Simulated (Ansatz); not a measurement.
**U-r2SCAN/aug-cc-pVDZ run of CH4FSi (SMILES C[SiH]F)**

Aim: the electronic atomisation energy of CH4FSi at U-r2SCAN/aug-cc-pVDZ, from 5 runs. 

The calculation is run with Ansatz 0.2.0.

45 further runs of the same task are left out: 45 set aside as unsound or not needed.

**1. The system as given**

The species is CH4FSi (7 atoms), meant as a doublet with charge 0. SMILES: `C[SiH]F`. The shape is that of a PBE0-D4/def2-TZVP optimisation.

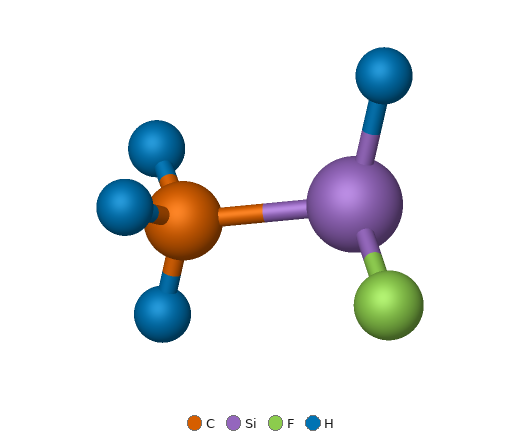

The structure, seen from a chosen angle (carbon orange, silicon purple, fluorine green, hydrogen blue).

**2. The energy at U-r2SCAN/aug-cc-pVDZ**

The input, molecule.yaml:

```yaml
crystal:
  periodic: [false, false, false]
  atoms:
    - {symbol: C, position_ang: [-0.653500, 0.389500, -0.298000]}
    - {symbol: Si, position_ang: [0.917400, -0.594100, -0.104100]}
    - {symbol: F, position_ang: [0.640700, -1.812800, 0.909600]}
    - {symbol: H, position_ang: [-1.444900, -0.207800, -0.754100]}
    - {symbol: H, position_ang: [-0.470200, 1.260900, -0.931700]}
    - {symbol: H, position_ang: [-1.000700, 0.738300, 0.679600]}
    - {symbol: H, position_ang: [2.011300, 0.226000, 0.498700]}
basis:
  gaussian:
    orbitals: aug-cc-pVDZ
magnetization:
  spin_polarized: true
  initial_magnetization: 1
accuracy: high
output: {orbitals: {seedname: orbitals}}
hamiltonian:
  xc: r2scan
```

On the command line:

```
ansatz run molecule.yaml --threads 1 --pin off --max-ram 3480MiB --events-out events.jsonl --progress --plain --runs-dir runs
```

What it wrote:

```text
Warning: RAYON_NUM_THREADS=1 ignored (pool sized by the plan → 1); use --threads N
Functional definition: r2SCAN
  name "r2SCAN"
  parameter k0 = 0.174
  parameter k1 = 0.065
  parameter a1 = 4.9479
  exchange = r2scan_x(k0 = k0, k1 = k1, a1 = a1)
  correlation = r2scan_c
2190 factors; integrals over basis functions are off by at most 3.6e-9 eV
mean field evaluation 1: about -11686.0775 eV, gradient 4.4e1 eV
mean field evaluation 2: about -11675.3145 eV, gradient 6.2e1 eV
mean field evaluation 4: about -11694.7374 eV, gradient 5.4e0 eV
mean field evaluation 8: about -11694.8518 eV, gradient 3.9e-2 eV
mean field evaluation 16: about -11694.8518 eV, gradient 2.0e-5 eV
mean field -11694.85182621 eV, -429.7778775578 hartree, gradient 8.3e-8 eV, S^2 0.752528; 0 other end points of the search recorded, 0 dependent functions left out
reference -11694.85183493 eV, -429.7778778784 hartree; 17, 16 occupied and 92, 93 virtual orbitals, 2190 factors
Total energy: -11694.85183493 eV, -429.7778778784 hartree
```

Wall time 29 s (1 thread of Arm Neoverse V2, shared host); peak memory 0.49 GiB.

**3. The C atom, same level**

The input, job.yaml:

```yaml
crystal:
  periodic: [false, false, false]
  atoms:
    - {symbol: C, position_ang: [0.000000, 0.000000, 0.000000]}
basis:
  gaussian: {orbitals: aug-cc-pVDZ}
hamiltonian: {xc: {name: r2SCAN}}
magnetization: {spin_polarized: true, initial_magnetization: 2}
accuracy: high
```

Run the same way, it converges to -37.82784 Eh (log not shown).

**4. The F atom at the same level**

The input, in.yaml:

```yaml
crystal:
  periodic: [false, false, false]
  atoms:
    - {symbol: F, position_ang: [0.000000, 0.000000, 0.000000]}
basis:
  gaussian: {orbitals: aug-cc-pVDZ}
magnetization: {spin_polarized: true, initial_magnetization: 1}
hamiltonian: {xc: r2scan}
accuracy: high
```

Run the same way, it converges to -99.69644 Eh (log not shown).

**5. The H atom, same level**

The input, job.yaml:

```yaml
basis:
  gaussian: {orbitals: aug-cc-pVDZ}
crystal:
  periodic: [false, false, false]
  atoms:
    - symbol: H
      position_ang: [0.000000, 0.000000, 0.000000]
magnetization: {spin_polarized: true, initial_magnetization: 1}
hamiltonian: {xc: {name: r2SCAN}}
accuracy: high
```

Run the same way, it converges to -0.49947 Eh (log not shown).

**6. The Si atom, same level**

The input, run.yaml:

```yaml
crystal:
  periodic: [false, false, false]
  atoms:
    - {symbol: Si, position_ang: [0.000000, 0.000000, 0.000000]}
basis:
  gaussian:
    orbitals: aug-cc-pVDZ
total_charge: 0
magnetization:
  spin_polarized: true
  initial_magnetization: 2
hamiltonian:
  xc: {name: r2SCAN}
accuracy: high
```

Run the same way, it converges to -289.33952 Eh (log not shown).

**7. What came out**

Level: U-r2SCAN/aug-cc-pVDZ.

| quantity | value |
| --- | --- |
| molecule: total energy | -429.77788 Eh |
| molecule: HOMO energy (highest over α and β) | -5.29 eV |
| molecule: LUMO energy (lowest over α and β) | -2.67 eV |
| molecule: ⟨S²⟩ | 0.753 |
| C atom: total energy | -37.82784 Eh |
| C atom: ⟨S²⟩ | 2.006 |
| F atom: total energy | -99.69644 Eh |
| F atom: ⟨S²⟩ | 0.752 |
| H atom: total energy | -0.49947 Eh |
| H atom: ⟨S²⟩ | 0.750 |
| Si atom: total energy | -289.33952 Eh |
| Si atom: ⟨S²⟩ | 2.009 |
| electronic atomisation energy | 24.931 eV |

**Reading.** Taking the molecule apart into free atoms costs 24.93 eV (575 kcal/mol), before zero-point energy and without spin-orbit coupling.
